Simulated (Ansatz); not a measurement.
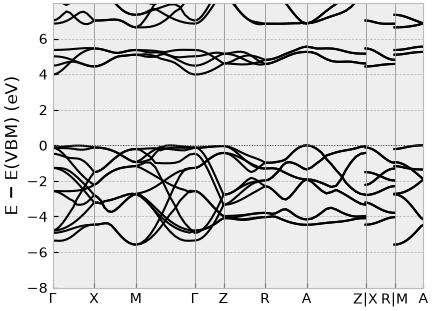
Band structure from plane-wave PAW LDA (Ansatz code)

Q: Read off the gap and where the band edges lie.

A: About 4.0 eV (3.98 eV by a search for the band edges); maximum at A, minimum at Γ.

The material is ZrO₂ in space group P4_2/nmc (No. 137; Zr on 2a, O on 4d).

This is a known high-temperature phase of the composition, computed here at zero pressure and temperature. The LDA relaxation kept the symmetry of its start; its stability against distortions is not shown here. The run is not spin-polarised. Scalar-relativistic: spin–orbit coupling is off unless named, which matters more the heavier the elements.

Potentials: the later of the program's two PAW sets.
